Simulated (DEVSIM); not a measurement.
System: isotype n-n heterojunction In0.52Al0.48As/In0.53Ga0.47As, at 250 K.

| layer (left to right) | material | thickness (μm) | Nd (cm⁻³) | τn (s) | τp (s) |
|---|---|---|---|---|---|
| 1 | In0.52Al0.48As | 0.390 | 1.5e16 | 1.5e-8 | 1.5e-8 |
| 2 | In0.53Ga0.47As | 0.480 | 5.8e15 | 1.5e-8 | 1.5e-8 |

Left contact: ohmic. Right contact: ohmic. Voltage is applied to the left contact. Recombination: SRH at mid-gap, radiative. Mobility is μmin + (μ − μmin)/(1 + (N/Nref)^α).

Constants are typed, rounded textbook-type inputs, not results; the design itself was drawn at random and stands for no fabricated device. Values at 300 K; Nc and Nv go as T^1.5, mobilities as T to minus their exponent, the gap by Varshni's rule with the affinity fixed.

```csv
parameter,In0.52Al0.48As,In0.53Ga0.47As
gap (eV),1.45,0.74
affinity (eV),4,4.51
permittivity,12.5,13.9
Nc (cm⁻³),5.1e17,2.1e17
Nv (cm⁻³),1.1e19,7.7e18
μn (cm²/Vs),4000,12000
μp (cm²/Vs),75,300
"μn,min",800,300
"μp,min",10,10
"Nref,n",3e16,1.3e17
"Nref,p",1e17,4.9e17
αn,1.1,0.48
αp,0.6,0.4
T exponent of μn,1.5,1.6
T exponent of μp,1.5,1.6
B (cm³/s),1e-10,9.6e-11
Varshni α (eV/K),0.00042,0.00035
Varshni β (K),180,190
```

DEVSIM, 1D drift-diffusion, Boltzmann statistics, complete ionisation; no tunnelling, impact ionisation, image-force lowering or self-heating. Band offsets follow the typed affinities; no thermionic-emission limit at abrupt steps, no polarisation charge.

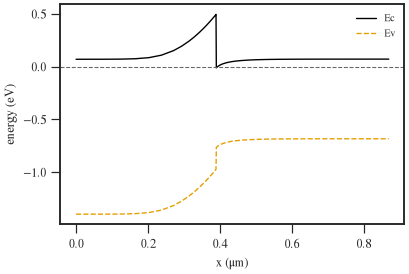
Figure. Band edges at zero bias

Energies count from the Fermi level of the right contact; mesh points crowd at the junctions.

```json
[
 {"x (μm)": "0.000", "Ec (eV)": "0.070", "Ev (eV)": "-1.398", "n (cm⁻³)": "1.5e16", "p (cm⁻³)": "< 1e2", "field (V/cm)": "18"},
 {"x (μm)": "0.004764", "Ec (eV)": "0.070", "Ev (eV)": "-1.398", "n (cm⁻³)": "1.5e16", "p (cm⁻³)": "< 1e2", "field (V/cm)": "18"},
 {"x (μm)": "0.01339", "Ec (eV)": "0.070", "Ev (eV)": "-1.398", "n (cm⁻³)": "1.5e16", "p (cm⁻³)": "< 1e2", "field (V/cm)": "19"},
 {"x (μm)": "0.03111", "Ec (eV)": "0.070", "Ev (eV)": "-1.398", "n (cm⁻³)": "1.5e16", "p (cm⁻³)": "< 1e2", "field (V/cm)": "27"},
 {"x (μm)": "0.08155", "Ec (eV)": "0.070", "Ev (eV)": "-1.397", "n (cm⁻³)": "1.5e16", "p (cm⁻³)": "< 1e2", "field (V/cm)": "120"},
 {"x (μm)": "0.1652", "Ec (eV)": "0.075", "Ev (eV)": "-1.393", "n (cm⁻³)": "1.2e16", "p (cm⁻³)": "< 1e2", "field (V/cm)": "1600"},
 {"x (μm)": "0.2709", "Ec (eV)": "0.151", "Ev (eV)": "-1.316", "n (cm⁻³)": "3.4e14", "p (cm⁻³)": "< 1e2", "field (V/cm)": "16000"},
 {"x (μm)": "0.3433", "Ec (eV)": "0.325", "Ev (eV)": "-1.143", "n (cm⁻³)": "1.1e11", "p (cm⁻³)": "< 1e2", "field (V/cm)": "32000"},
 {"x (μm)": "0.3687", "Ec (eV)": "0.413", "Ev (eV)": "-1.055", "n (cm⁻³)": "1.8e9", "p (cm⁻³)": "< 1e2", "field (V/cm)": "37000"},
 {"x (μm)": "0.3810", "Ec (eV)": "0.461", "Ev (eV)": "-1.007", "n (cm⁻³)": "2.0e8", "p (cm⁻³)": "< 1e2", "field (V/cm)": "40000"},
 {"x (μm)": "0.3879", "Ec (eV)": "0.489", "Ev (eV)": "-0.979", "n (cm⁻³)": "5.4e7", "p (cm⁻³)": "< 1e2", "field (V/cm)": "42000"},
 {"x (μm)": "0.3930", "Ec (eV)": "-0.002", "Ev (eV)": "-0.757", "n (cm⁻³)": "1.8e17", "p (cm⁻³)": "3200", "field (V/cm)": "29000"},
 {"x (μm)": "0.4007", "Ec (eV)": "0.015", "Ev (eV)": "-0.739", "n (cm⁻³)": "7.8e16", "p (cm⁻³)": "7300", "field (V/cm)": "18000"},
 {"x (μm)": "0.4159", "Ec (eV)": "0.035", "Ev (eV)": "-0.720", "n (cm⁻³)": "3.1e16", "p (cm⁻³)": "18000", "field (V/cm)": "9400"},
 {"x (μm)": "0.4595", "Ec (eV)": "0.058", "Ev (eV)": "-0.697", "n (cm⁻³)": "1.1e16", "p (cm⁻³)": "53000", "field (V/cm)": "2800"},
 {"x (μm)": "0.5318", "Ec (eV)": "0.068", "Ev (eV)": "-0.686", "n (cm⁻³)": "6.7e15", "p (cm⁻³)": "85000", "field (V/cm)": "620"},
 {"x (μm)": "0.6577", "Ec (eV)": "0.071", "Ev (eV)": "-0.683", "n (cm⁻³)": "5.9e15", "p (cm⁻³)": "98000", "field (V/cm)": "56"},
 {"x (μm)": "0.7648", "Ec (eV)": "0.071", "Ev (eV)": "-0.683", "n (cm⁻³)": "5.8e15", "p (cm⁻³)": "99000", "field (V/cm)": "≈ 0"},
 {"x (μm)": "0.8292", "Ec (eV)": "0.071", "Ev (eV)": "-0.683", "n (cm⁻³)": "5.8e15", "p (cm⁻³)": "99000", "field (V/cm)": "≈ 0"},
 {"x (μm)": "0.8518", "Ec (eV)": "0.071", "Ev (eV)": "-0.683", "n (cm⁻³)": "5.8e15", "p (cm⁻³)": "99000", "field (V/cm)": "≈ 0"},
 {"x (μm)": "0.8632", "Ec (eV)": "0.071", "Ev (eV)": "-0.683", "n (cm⁻³)": "5.8e15", "p (cm⁻³)": "99000", "field (V/cm)": "≈ 0"},
 {"x (μm)": "0.8700", "Ec (eV)": "0.071", "Ev (eV)": "-0.683", "n (cm⁻³)": "5.8e15", "p (cm⁻³)": "99000", "field (V/cm)": "≈ 0"}
]
```
